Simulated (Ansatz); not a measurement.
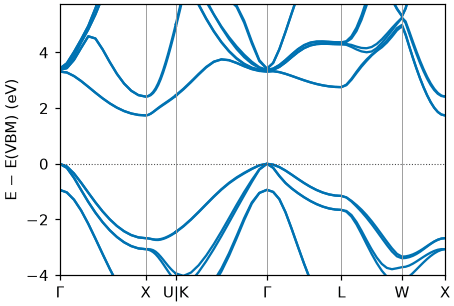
Figure: Band structure from PBE with spin–orbit coupling (plane waves, PAW; program Ansatz)

Question: Read off the gap and where the band edges lie.

Answer: About 1.7 eV (1.74 eV by a search for the band edges); maximum at Γ, minimum at X.

The material is BeTe (zinc blende, space group No. 216).

Space group F-43m (zinc blende). Symmetry was held in the PBE relaxation; of distortions, only those at the zone centre were tested.

Potentials: the later of the program's two PAW sets.
